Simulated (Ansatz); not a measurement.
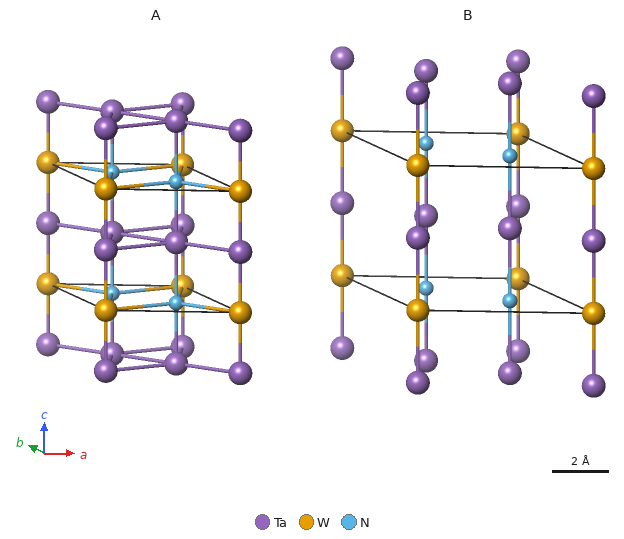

Two geometries of a crystal of Ta3WN2 (a generated structure, set up in P6/mmm) (coarse preliminary run), drawn at one scale. One is the start of a relaxation, the other its converged end. The picture is a ball-and-stick view of the cell of the calculation, seen from a free direction.

These are results of Ansatz, DFT PBE, scalar-relativistic, plane waves, PAW, not measurements. Settings: plane-wave cutoff 420 eV; k-point mesh 3 × 3 × 4; occupations gaussian; smearing width 0.1 eV; no spin polarisation; cell and atoms relaxed; force threshold 0.04 eV/Å; at most 70 steps.

**Which geometry has the lower energy?**

Structure A is the relaxed one. No atom moves by more than 0.005 Å relative to the cell. The volume changes by −51.0 %, with a = b 6.382 → 4.882 Å (−23.5 %), c 5.370 → 4.497 Å (−16.3 %). Near-neighbour distances that change, for instance: N–W 3.685 → 2.819 Å, Ta–Ta 3.685 → 2.819 Å, N–Ta 2.685 → 2.249 Å, Ta–W 2.685 → 2.249 Å. New bonds form, among them: N–W (3.68 → 2.82 Å). The space group stays P6/mmm (No. 191). The energy falls by 2414 meV per atom in 8 accepted moves (9 points after the start). All forces vanish by symmetry, so only the cell relaxes. The pressure goes from −26.78 to −0.12 GPa. The SCF was repeated once at an unchanged geometry on a basis and grid sized afresh for the cell, which shifted the energy by 2.2 meV per atom at most.
